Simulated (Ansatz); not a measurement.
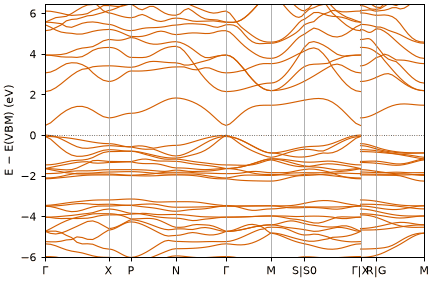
Figure. Band structure from r²SCAN in the plane-wave PAW code Ansatz

### Question
Read off the gap and where the band edges lie.

### Answer
About 0.5 eV (0.47 eV by a search for the band edges); maximum at Γ, minimum at Γ.

The material is ZnCu$_{2}$SnS$_{4}$ in space group I-4 (No. 82; Pearson symbol tI16).

The cell was relaxed with r²SCAN under the symmetry of its start. The run is not spin-polarised. Scalar-relativistic: spin–orbit coupling is off unless named, which matters more the heavier the elements.

Potentials: the later of the program's two PAW sets.
